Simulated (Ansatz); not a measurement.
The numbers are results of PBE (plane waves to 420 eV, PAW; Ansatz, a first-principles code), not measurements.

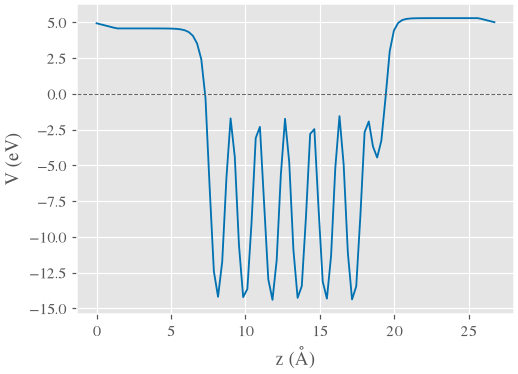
*Electrostatic potential energy of an electron, averaged over planes parallel to the surface, in eV from the Fermi level, for a constructed model of the (100) surface of fcc Cu, c(2x2) layer of Cl, one a cell, on the site that continues the host's stacking (bottom of the slab: a bare face, its two planes held)*

Set-up: 13 atoms, 10.7 Å thick at the start; mesh 10x10x1; 0.1 eV smearing; dipole correction on; 4 atoms held, the rest relaxed; start symmetry kept, larger cells not searched; no spin, no spin-orbit, no U. It is one candidate, not shown to be the stable structure of the face.

The vacuum level lies 5.29 eV above the Fermi level over the top face and 4.57 eV above it under the bottom face.
